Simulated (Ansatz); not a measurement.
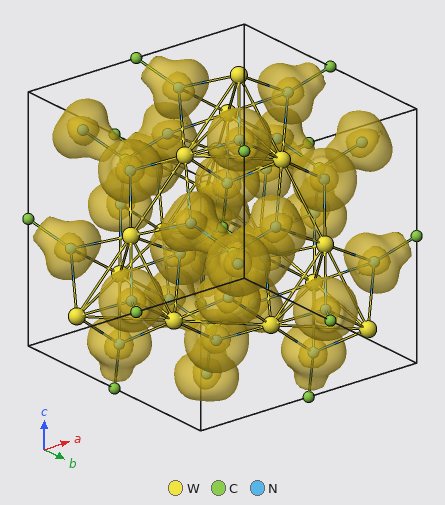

The picture shows: W2CN4. Isosurface of the electron localisation function at 0.65 (yellow), seen at an oblique angle. Core shells and regions of very low density are left out. Sticks mark near contacts.

Space group Fd-3m; a generated structure, not necessarily the stable one.

The calculation used DFT PBE, scalar-relativistic, plane waves, PAW (Ansatz).

In a PAW calculation such maps are meaningful between the atoms, not at the nuclei.

### Describe the localisation domains.

At this value the surface marks out 32 regions on N in which the atom's valence shell and bonds are merged, counted in one cell of 56 atoms. Regions shared between cells count once. Along the contacts the grid gives the following. C–N (1.50 Å): the ELF peaks at about 0.90 between the atoms. W–N (2.12 Å): the ELF peaks at about 0.85 in the valence shell of N, 0.6 Å from its nucleus, and is about 0.20 at the midpoint.
